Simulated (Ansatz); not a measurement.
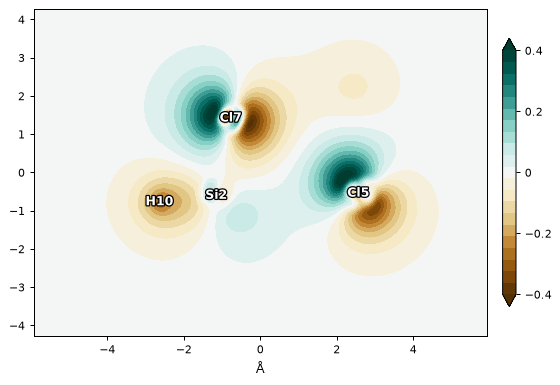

Figure 1: ClH3Si···ClH3Si. The HOMO−1 on the plane of atoms Cl7, Si2 and H10 (values in Å⁻³ᐟ²; the overall sign is arbitrary).

The product side of a reaction path; geometry: PBE0-D4/def2-TZVP.

Theory: RKS PBE0-D4/def2-TZVPP in Ansatz 0.2.0.

| atom | x (Å) | y (Å) | z (Å) |
| --- | --- | --- | --- |
| Si | -1.3612 | 0.9645 | -1.3828 |
| Si | 1.3604 | -1.0435 | 1.3250 |
| H | -0.5191 | -0.1456 | -1.8812 |
| H | -2.5944 | 1.0801 | -2.1954 |
| Cl | -1.9256 | 0.5350 | 0.5499 |
| H | -0.6163 | 2.2420 | -1.3875 |
| Cl | 1.9382 | 0.6607 | 0.3249 |
| H | 0.6307 | -0.6505 | 2.5498 |
| H | 0.5002 | -1.8444 | 0.4257 |
| H | 2.5870 | -1.7984 | 1.6715 |

> Where does this orbital lie, and at what energy?

By Hirshfeld shares it lies mainly on Cl7 (about 35 %), Cl5 (about 35 %), Si1 (about 5 %) and Si2 (about 5 %). Its energy is −9.01 eV.
